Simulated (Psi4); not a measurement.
# C2H4Si (ethynylsilane): TPSS/6-311+G(d,p)

Aim: the vertical ionisation energy of C2H4Si (ethynylsilane) at TPSS/6-311+G**, from 2 runs. The job is set up through a Python script.

The calculation is run with Psi4 1.11.

4 further runs of the same task are left out: 2 that didn't finish, 2 set aside as unsound or not needed.

## (1) The system as given

C2H4Si: 7 atoms, total charge 0, spin state singlet. SMILES: `C#C[SiH3]`. The shape is that of a PBE0-D4/def2-TZVP optimisation.

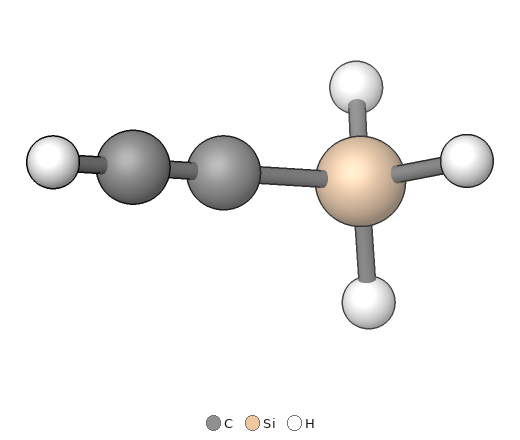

The structure, seen from a chosen angle (carbon grey, silicon light orange, hydrogen white).

## (2) Energy and gradient at TPSS/6-311+G(d,p)

calc.py

```python
import psi4

psi4.set_memory(1600000000)
psi4.set_num_threads(1)
psi4.core.set_output_file('c2h4si.out', False)

mol = psi4.geometry("""
0 1
C     -0.580700    -1.871400     0.172200
C     -0.218500    -0.726500     0.062400
Si     0.329800     1.004300    -0.103800
H     -0.901000    -2.883500     0.269300
H     -0.094500     1.528300    -1.425000
H     -0.281700     1.818100     0.974900
H      1.807900     1.062900     0.004400
units angstrom
symmetry c1
""")

psi4.set_options({
    'basis': '6-311+G**',
    'puream': True,
    'e_convergence': 1e-09,
    'd_convergence': 1e-08,
    'scf_type': 'pk',
    'dft_radial_points': 99,
    'dft_spherical_points': 590,
})

e_tot, wfn = psi4.gradient('TPSS', molecule=mol, return_wfn=True)
psi4.oeprop(wfn, 'LOWDIN_CHARGES', 'DIPOLE', 'QUADRUPOLE')
print('gradient / Eh bohr^-1')
print(e_tot.np.round(6))
print(f'energy = {wfn.energy():.10f} Eh')
```

Launch:

```
$ python calc.py
```

c2h4si.out:

```text
[...]
  Running in c1 symmetry.
[...]
  Nuclear repulsion =   83.047890735857266
[...]
  Multiplicity = 1
[...]
  Nalpha       = 15
  Nbeta        = 15
[...]
    Number of basis functions: 98
[...]
   @RKS iter   1:  -367.79295739979005   -3.71597e-01   7.92678e-03 ADIIS/DIIS
[...]
   @RKS iter  11:  -368.10812013651451   -1.47793e-12   2.20993e-09 DIIS
[...]
    Orbital Energies [Eh]
    ---------------------
    Doubly Occupied:
       1A    -65.673481     2A     -9.995486     3A     -9.980006
       4A     -5.121585     5A     -3.496680     6A     -3.495160
       7A     -3.495160     8A     -0.700753     9A     -0.543367
      10A     -0.487950    11A     -0.371163    12A     -0.335054
      13A     -0.335039    14A     -0.262199    15A     -0.262197
[...]
  @RKS Final Energy:  -368.10812013651451
   => Energetics <=
    Nuclear Repulsion Energy =             83.0478907358572656
    One-Electron Energy =                -670.4852894511218437
    Two-Electron Energy =                 252.5831877982371054
    DFT Exchange-Correlation Energy =     -33.2539092194869710
    Empirical Dispersion Energy =           0.0000000000000000
    VV10 Nonlocal Energy =                  0.0000000000000000
    Total Energy =                       -368.1081201365145148
[...]
  -Total Gradient:
     Atom            X                  Y                   Z
    ------   -----------------  -----------------  -----------------
       1        0.005894434522     0.018614171911    -0.001787057637
       2       -0.004915214045    -0.015503731033     0.001488105037
       3       -0.000791164221    -0.002536254825     0.000282652709
       4        0.000212604431     0.000670084891    -0.000064176214
       5        0.000054296192    -0.000425503777     0.000451473029
       6        0.000132236514    -0.000542438942    -0.000357504076
       7       -0.000587175890    -0.000276380406    -0.000013969909
[...]
 Multipole Moments:
 ------------------------------------------------------------------------------------
     Multipole            Electronic (a.u.)      Nuclear  (a.u.)        Total (a.u.)
 ------------------------------------------------------------------------------------
 L = 1.  Multiply by 2.5417464519 to convert [e a0] to [Debye]
 Dipole X            :         -0.5325754            0.4931733           -0.0394020
 Dipole Y            :         -1.6810951            1.5559807           -0.1251144
 Dipole Z            :          0.1617317           -0.1496803            0.0120514
 Magnitude           :                                                    0.1317246
 L = 2.  Multiply by 1.3450342976 to convert [e a0^2] to [Debye ang]
 Quadrupole XX       :        -48.8199943           28.5656377          -20.2543566
 Quadrupole XY       :        -55.5722607           57.0658800            1.4936193
[...]
```

The script printed:

```text
gradient / Eh bohr^-1
[[ 5.8940e-03  1.8614e-02 -1.7870e-03]
 [-4.9150e-03 -1.5504e-02  1.4880e-03]
 [-7.9100e-04 -2.5360e-03  2.8300e-04]
 [ 2.1300e-04  6.7000e-04 -6.4000e-05]
 [ 5.4000e-05 -4.2600e-04  4.5100e-04]
 [ 1.3200e-04 -5.4200e-04 -3.5800e-04]
 [-5.8700e-04 -2.7600e-04 -1.4000e-05]]
energy = -368.1081201365 Eh
```

Run time: 56 s. Hardware: 1 thread of Intel Xeon Platinum 8375C at 2.90GHz (Ice Lake), shared host; peak memory 0.86 GiB.

## (3) The doublet cation

calc.py

```python
import psi4

psi4.set_memory(1600000000)
psi4.set_num_threads(1)
psi4.set_output_file('run.log', False)

geom = psi4.geometry("""
1 2
C     -1.09736396    -3.53643347     0.32541084
C     -0.41290516    -1.37288603     0.11791891
Si     0.62323168     1.89785195    -0.19615357
H     -1.70264324    -5.44902528     0.50890325
H     -0.17857912     2.88806844    -2.69285973
H     -0.53233585     3.43571107     1.84229400
H      3.41643586     2.00858990     0.00831479
units au
symmetry c1
no_reorient
no_com
""")

psi4.set_options({
    'basis': '6-311+G**',
    'reference': 'uks',
    'puream': True,
    'e_convergence': 1e-09,
    'd_convergence': 1e-08,
    'scf_type': 'pk',
    'dft_radial_points': 99,
    'dft_spherical_points': 590,
    'maxiter': 100,
})

e = psi4.gradient("tpss", molecule=geom)
print('gradient / Eh bohr^-1')
print(e.np.round(6))
```

Launch:

```
$ python calc.py
```

run.log, shortened:

```text
[...]
  Running in c1 symmetry.
[...]
  Nuclear repulsion =   83.047890723121355
[...]
  Multiplicity = 2
[...]
  Nalpha       = 15
  Nbeta        = 14
[...]
    Number of basis functions: 98
[...]
   @UKS iter   1:  -367.38290954725966    3.84547e-02   7.64003e-03 DIIS/ADIIS
[...]
   @UKS iter  23:  -367.72490403169252    5.11591e-12   2.82418e-09 DIIS
[...]
   @S^2 Observed:                7.543016511E-01
[...]
  @UKS Final Energy:  -367.72490403169252
   => Energetics <=
    Nuclear Repulsion Energy =             83.0478907231213554
    One-Electron Energy =                -662.9550421280798673
    Two-Electron Energy =                 245.1393559790604399
    DFT Exchange-Correlation Energy =     -32.9571086057944171
    Empirical Dispersion Energy =           0.0000000000000000
    VV10 Nonlocal Energy =                  0.0000000000000000
    Total Energy =                       -367.7249040316925175
[...]
 Multipole Moments:
 ------------------------------------------------------------------------------------
     Multipole            Electronic (a.u.)      Nuclear  (a.u.)        Total (a.u.)
 ------------------------------------------------------------------------------------
 L = 1.  Multiply by 2.5417464519 to convert [e a0] to [Debye]
 Dipole X            :         -0.8311677            0.6665064           -0.1646613
 Dipole Y            :         -0.7988622           -0.0026456           -0.8015078
 Dipole Z            :          0.6260949           -0.4195192            0.2065758
 Magnitude           :                                                    0.8439203
[...]
  -Total Gradient:
     Atom            X                  Y                   Z
    ------   -----------------  -----------------  -----------------
       1        0.022934413767     0.072677718112    -0.007131318206
       2       -0.024436401004    -0.071929691636     0.003321045935
       3        0.004443572419    -0.017799920169     0.023421586240
       4        0.002480530872     0.007627493292    -0.000579880405
       5        0.000625598019     0.004176788036    -0.001900727575
       6        0.001471369520     0.000995165679    -0.010657765613
       7       -0.007519011403     0.004252275753    -0.006473445018
[...]
```

The script printed:

```text
gradient / Eh bohr^-1
[[ 0.022934  0.072678 -0.007131]
 [-0.024436 -0.07193   0.003321]
 [ 0.004444 -0.0178    0.023422]
 [ 0.002481  0.007627 -0.00058 ]
 [ 0.000626  0.004177 -0.001901]
 [ 0.001471  0.000995 -0.010658]
 [-0.007519  0.004252 -0.006473]]
```

Wall time 3 min (1 thread of Intel Xeon Platinum 8375C at 2.90GHz (Ice Lake), shared host); peak memory 0.85 GiB.

## (4) Results

Level: TPSS/6-311+G**.

```
                                          quantity          value
                      singlet C2H4Si: total energy  -368.10812 Eh
                     singlet C2H4Si: dipole moment         0.33 D
                       singlet C2H4Si: HOMO energy       -7.13 eV
                       singlet C2H4Si: LUMO energy       -0.85 eV
                     singlet C2H4Si: HOMO–LUMO gap        6.29 eV
          singlet C2H4Si: largest force on an atom     1.008 eV/Å
                      doublet cation: total energy  -367.72490 Eh
doublet cation: HOMO energy (highest over α and β)      -13.89 eV
 doublet cation: LUMO energy (lowest over α and β)      -13.61 eV
                              doublet cation: ⟨S²⟩          0.754
          doublet cation: largest force on an atom     3.936 eV/Å
vertical ionisation energy (to the doublet cation)      10.428 eV
```

What this shows: Removing an electron at fixed nuclei costs 10.43 eV (1006 kJ/mol). The largest force (singlet C2H4Si) is 1.01 eV/Å: the shape isn't a stationary point for this species at this level. The negative HOMO energy of the first species, 7.13 eV, lies 3.29 eV below that difference.
